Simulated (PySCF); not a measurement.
# GaHO2 at other levels of theory

What do other methods print for GaHO2?

Computed with PySCF 2.14.0. Level: each script names its method and basis.

1 further run of the same task is left out (it didn't finish).

## Step 1: The system as given

GaHO2: 4 atoms, charge 0, spin multiplicity 1.

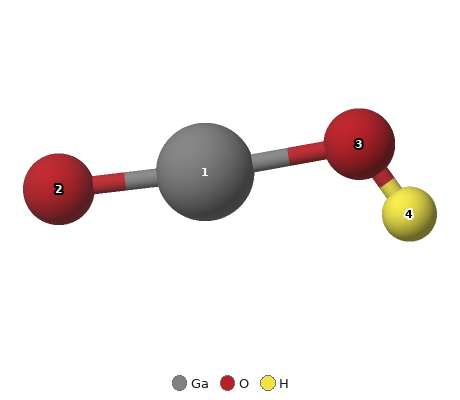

As it starts; gallium grey, oxygen red, hydrogen yellow; atoms are numbered from 1 in the order of the file.

As a file:

```mol
GaHO2
  3D, bonds by distance, orders not assigned

  4  3  0  0  0  0  0  0  0  0999 V2000
    0.0093    0.0000    0.0367 Ga  0  0
    0.0136    0.0000    1.6474 O   0  0
   -0.0993    0.0000   -1.6716 O   0  0
    0.7259    0.0000   -2.1256 H   0  0
  1  2  8  0
  1  3  8  0
  3  4  8  0
M  END
```

## Step 2: The run that the others are compared with

input.py

```python
from pyscf import gto, scf

mol = gto.M(
    atom='Ga 0.0093 0 0.0367; O 0.0136 0 1.6474; O -0.0993 0 -1.6716; H 0.7259 0 -2.1256',
    basis='6-31g*',
    charge=0,
    spin=0,
    symmetry=True,
    verbose=3,
)
mf = scf.RHF(mol)
mf = mf.density_fit(auxbasis='def2-universal-jkfit')
mf.kernel()
mf.dip_moment()
print('orbital energies (hartree):', mf.mo_energy[..., max(0, mol.nelec[1]-3):mol.nelec[0]+3].round(4))
```

Started as:

```sh
OMP_NUM_THREADS=1 python input.py
```

The program printed:

```text
converged SCF energy = -2073.22465003157
Dipole moment(X, Y, Z, Debye):  1.61834, -0.00000, -4.74027
orbital energies (hartree): [-0.4626 -0.4157 -0.4147  0.0353  0.0838  0.0884]
```

Run time: 1.3 s. Hardware: 1 thread of Arm Neoverse V1, shared host; peak memory 0.12 GiB.

It gives: E(SCF) = -2073.224650 Eh, μ = 5.01 D.

## Step 3: MP2

Variant 1 changes step after the SCF: none → mp2; frozen orbitals: none → 11.

input.py, as its differences from that of step 2:

```diff
@@ -1,2 +1,2 @@
-from pyscf import gto, scf
+from pyscf import gto, scf, mp
 
@@ -13,2 +13,3 @@
 mf.kernel()
+mp.MP2(mf, frozen=11).kernel()
 mf.dip_moment()
```

Started as:

```sh
OMP_NUM_THREADS=1 python input.py
```

The program printed:

```text
converged SCF energy = -2073.22465003157
E(DFRMP2) = -2073.84790669999  E_corr = -0.6232566684176
E(SCS-DFRMP2) = -2073.80787374879  E_corr = -0.583223717215508
Dipole moment(X, Y, Z, Debye):  1.61834, -0.00000, -4.74027
orbital energies (hartree): [-0.4626 -0.4157 -0.4147  0.0353  0.0838  0.0884]
```

Run time: 1.3 s. Hardware: 1 thread of Arm Neoverse V1, shared host.

Result: E(SCF) = -2073.224650 Eh (no change), E(MP2) − E(SCF) = -0.62326 Eh, μ = 5.01 D (of the SCF density).

## Step 4: Bp86 (RKS)

Variant 2 changes functional: none (Hartree–Fock) → bp86; SCF type: RHF → RKS; step after the SCF: none → analyze.

input.py

```python
from pyscf import gto, dft

mol = gto.M(
    atom='Ga 0.0093 0 0.0367; O 0.0136 0 1.6474; O -0.0993 0 -1.6716; H 0.7259 0 -2.1256',
    basis='6-31g*',
    charge=0,
    spin=0,
    symmetry=True,
    verbose=3,
)
mf = dft.RKS(mol, xc='bp86')
mf = mf.density_fit(auxbasis='def2-universal-jkfit')
mf.kernel()
mf.analyze()
print('orbital energies (hartree):', mf.mo_energy[..., max(0, mol.nelec[1]-3):mol.nelec[0]+3].round(4))
```

Started as:

```sh
OMP_NUM_THREADS=1 python input.py
```

The program printed:

```text
converged SCF energy = -2075.86773040321
Wave-function symmetry = A'
occupancy for each irrep:     A'   A"
                              18    6
**** MO energy ****
MO #1 (A' #1), energy= -371.090484122837 occ= 2
MO #2 (A' #2), energy= -45.4208757198122 occ= 2
MO #3 (A' #3), energy= -40.266666834734 occ= 2
MO #4 (A" #1), energy= -40.2661186722518 occ= 2
MO #5 (A' #4), energy= -40.2628042550062 occ= 2
MO #6 (A' #5), energy= -18.8356130982854 occ= 2
MO #7 (A' #6), energy= -18.770480088568 occ= 2
MO #8 (A' #7), energy= -5.3352963655291 occ= 2
MO #9 (A' #8), energy= -3.66266484456611 occ= 2
MO #10 (A" #2), energy= -3.66133120585005 occ= 2
MO #11 (A' #9), energy= -3.65633450632896 occ= 2
MO #12 (A' #10), energy= -0.964196952994917 occ= 2
MO #13 (A' #11), energy= -0.857691867656743 occ= 2
MO #14 (A' #12), energy= -0.777082733654374 occ= 2
MO #15 (A" #3), energy= -0.776528283018868 occ= 2
MO #16 (A' #13), energy= -0.77645629409 occ= 2
MO #17 (A" #4), energy= -0.775056976146132 occ= 2
MO #18 (A' #14), energy= -0.725618778469959 occ= 2
MO #19 (A' #15), energy= -0.496888393748213 occ= 2
MO #20 (A' #16), energy= -0.36575519581949 occ= 2
MO #21 (A" #5), energy= -0.317363346764682 occ= 2
MO #22 (A' #17), energy= -0.305715623872696 occ= 2
MO #23 (A' #18), energy= -0.24065302727076 occ= 2
MO #24 (A" #6), energy= -0.236125293462342 occ= 2
MO #25 (A' #19), energy= -0.106060824973245 occ= 0
MO #26 (A' #20), energy= -0.0420460097833675 occ= 0
MO #27 (A" #7), energy= -0.0317548405732175 occ= 0
MO #28 (A' #21), energy= 0.0346670056813343 occ= 0
MO #29 (A' #22), energy= 0.106257947091777 occ= 0
MO #30 (A' #23), energy= 0.11604636271057 occ= 0
MO #31 (A" #8), energy= 0.124652335541156 occ= 0
MO #32 (A' #24), energy= 0.155521399968324 occ= 0
MO #33 (A" #9), energy= 0.358852116934624 occ= 0
MO #34 (A' #25), energy= 0.361755174731287 occ= 0
MO #35 (A' #26), energy= 0.383213103600512 occ= 0
MO #36 (A' #27), energy= 0.473882805494055 occ= 0
MO #37 (A" #10), energy= 0.497558207311979 occ= 0
MO #38 (A' #28), energy= 0.69504928417641 occ= 0
MO #39 (A' #29), energy= 0.87788045030117 occ= 0
MO #40 (A" #11), energy= 0.883707061589825 occ= 0
MO #41 (A' #30), energy= 0.954798166030957 occ= 0
MO #42 (A' #31), energy= 0.970406736407237 occ= 0
MO #43 (A" #12), energy= 0.970645582366551 occ= 0
MO #44 (A' #32), energy= 1.06112825072099 occ= 0
MO #45 (A' #33), energy= 1.09715738427424 occ= 0
MO #46 (A' #34), energy= 1.37061506025637 occ= 0
MO #47 (A' #35), energy= 1.53649251313043 occ= 0
MO #48 (A" #13), energy= 1.63482332043797 occ= 0
MO #49 (A' #36), energy= 1.69842151485485 occ= 0
MO #50 (A" #14), energy= 1.73658460632341 occ= 0
MO #51 (A' #37), energy= 1.78060175266458 occ= 0
MO #52 (A" #15), energy= 1.78200581470222 occ= 0
MO #53 (A' #38), energy= 2.00570451577317 occ= 0
MO #54 (A" #16), energy= 2.03885746414205 occ= 0
MO #55 (A' #39), energy= 2.08696414141977 occ= 0
MO #56 (A' #40), energy= 2.17064614955783 occ= 0
MO #57 (A' #41), energy= 2.33078476100913 occ= 0
MO #58 (A" #17), energy= 2.68804141973325 occ= 0
MO #59 (A' #42), energy= 2.68957694522071 occ= 0
MO #60 (A" #18), energy= 2.77610621268391 occ= 0
MO #61 (A' #43), energy= 2.79162360443457 occ= 0
MO #62 (A' #44), energy= 3.41991998029825 occ= 0
 ** Mulliken atomic charges  **
charge of    0Ga =      0.76077
charge of    1O =     -0.51484
charge of    2O =     -0.59383
charge of    3H =      0.34791
Dipole moment(X, Y, Z, Debye):  1.39096, -0.00000, -3.66269
orbital energies (hartree): [-0.3057 -0.2407 -0.2361 -0.1061 -0.042  -0.0318]
```

It took 6.5 s on 1 thread of Arm Neoverse V1, shared host; peak memory 0.26 GiB.

Result: E(SCF) = -2075.867730 Eh, μ = 3.92 D.

## Step 5: Side by side

```tsv
run	E(SCF) (hartree)	from base (eV)	gap (eV)	SCF dipole (D)	after the SCF
base	-2073.224650	0	12.25	5.01	n/a
MP2	-2073.224650	0.0000	12.25	5.01	MP2 correlation -16.960 eV, core frozen
bp86 (RKS)	-2075.867730	not comparable	3.54	3.92	n/a
```

Wall time on 1 thread of Arm Neoverse V1, shared host, start-up included: base 1.3 s; MP2 1.3 s; bp86 (RKS) 6.5 s.

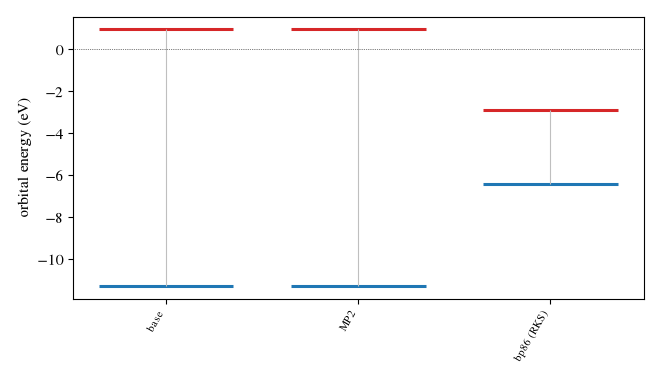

Frontier levels by run: filled blue, empty red.

What this shows: A lower total energy from another functional means nothing by itself. The dearest run is “bp86 (RKS)”, at 6.5 s against 1.3 s.
